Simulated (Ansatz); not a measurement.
```xyz
11

F    -1.5874   -1.5009    0.0550
B    -0.2218   -1.4451   -0.0196
F     0.3927   -1.3811    1.2122
F     0.3331   -2.3656   -0.8632
N     0.0997    0.0464   -0.7114
Si    0.1594    1.3567    0.5358
H    -0.6191    0.2085   -1.4123
H     0.9821   -0.0367   -1.2109
H     1.4666    1.2493    1.2088
H     0.0595    2.6422   -0.1995
H    -0.9993    1.1692    1.4254
```

Geometry: PBE0-D4/def2-TZVP.

The calculation used RKS PBE0-D4/def2-TZVPP (Ansatz 0.2.0).

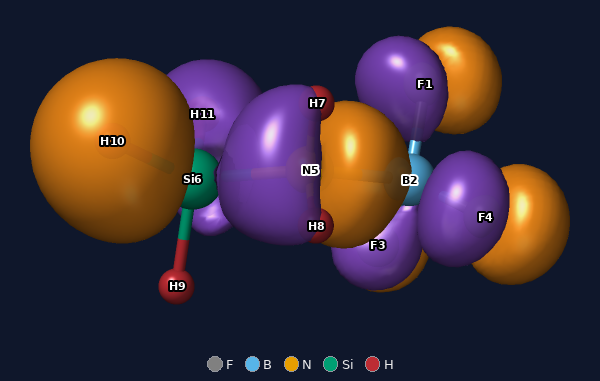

BF3H5NSi (SMILES F[B-](F)(F)[NH2+][SiH3]). The HOMO at ±0.08 Å⁻³ᐟ² (orange and purple are the two phases), seen from one side.

Q: What is the character of this orbital?

A: Its weight (Hirshfeld) is mainly on N5 (about 25 %), F4 (about 15 %), Si6 (about 15 %), H10 (about 15 %) and F1 (about 10 %). Its energy is −9.99 eV.
